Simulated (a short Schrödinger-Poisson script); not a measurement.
System: gated In0.52Al0.48As/In0.53Ga0.47As modulation-doped gas in a quantum well, at 300 K.

```
layer        material  thickness (nm)  Nd (cm⁻³)  Na (cm⁻³)
-----  --------------  --------------  ---------  ---------
1      In0.52Al0.48As              30          -          -
2      In0.52Al0.48As              20     6.2e17          -
3      In0.52Al0.48As              10          -          -
4      In0.53Ga0.47As              20          -          -
5      In0.52Al0.48As            4000          -       3e14
```

The device is made up for the run: typed textbook-type constants, with dimensions and the other settings drawn at random. In0.52Al0.48As: permittivity 12.5, conduction-band edge (eV) 0.52, gap (eV) 1.45, electron mass (mₑ) 0.075, Nv at 300 K (cm⁻³) 1.1e19. In0.53Ga0.47As: permittivity 13.9, conduction-band edge (eV) 0, gap (eV) 0.74, Nv at 300 K (cm⁻³) 7.7e18.

Channel valleys (confinement mass, in-plane density-of-states mass, number): Γ 0.041, 0.041, 1. At the gate the conduction-band edge of layer 1 lies 0.65 eV − eVg above the Fermi level of the channel; the field vanishes at the back. The barrier under the gate holds no holes. Gaps are held at their typed values at every temperature. Mesh 0.08 nm at interfaces.

From a short Schrödinger-Poisson script (our own, NumPy): 1D Poisson equation in equilibrium, electrons quantum, Hartree (BenDaniel-Duke, 40 states a valley, the channel's in-plane mass for all, wave functions free to enter the barrier), parabolic valleys, classical holes, full ionisation, no traps, pinning or gate leakage.

Only gate voltages with over 1e8 electrons/cm² are shown.

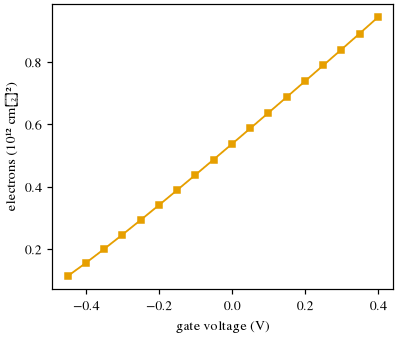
Fig. 1. Sheet density against gate voltage

| Vg (V) | electrons (cm⁻²) | in the channel layer | C (μF/cm²) | Γ E0 (meV) | Γ E1 (meV) |
|---|---|---|---|---|---|
| 0.4 | 9.44e11 | 9.29e11 | 0.169 | -38.2 | 16.8 |
| 0.35 | 8.92e11 | 8.79e11 | 0.166 | -35.5 | 18.9 |
| 0.3 | 8.40e11 | 8.29e11 | 0.164 | -32.7 | 21.2 |
| 0.25 | 7.89e11 | 7.79e11 | 0.164 | -29.8 | 23.5 |
| 0.2 | 7.38e11 | 7.29e11 | 0.163 | -26.8 | 26.0 |
| 0.15 | 6.88e11 | 6.80e11 | 0.162 | -23.7 | 28.6 |
| 0.1 | 6.37e11 | 6.30e11 | 0.162 | -20.5 | 31.3 |
| 0.05 | 5.87e11 | 5.81e11 | 0.161 | -17.1 | 34.2 |
| 0 | 5.37e11 | 5.32e11 | 0.160 | -13.6 | 37.3 |
| -0.05 | 4.88e11 | 4.83e11 | 0.159 | -9.9 | 40.7 |
| -0.1 | 4.38e11 | 4.34e11 | 0.158 | -6.0 | 44.3 |
| -0.15 | 3.89e11 | 3.86e11 | 0.156 | -1.8 | 48.2 |
| -0.2 | 3.41e11 | 3.38e11 | 0.154 | 2.7 | 52.5 |
| -0.25 | 2.93e11 | 2.91e11 | 0.152 | 7.7 | 57.3 |
| -0.3 | 2.46e11 | 2.44e11 | 0.150 | 13.3 | 62.8 |
| -0.35 | 2.00e11 | 1.99e11 | 0.146 | 19.7 | 69.1 |
| -0.4 | 1.56e11 | 1.55e11 | 0.141 | 27.2 | 76.6 |
| -0.45 | 1.13e11 | 1.12e11 | 0.134 | 36.4 | 85.8 |

Subbands count from the Fermi level.
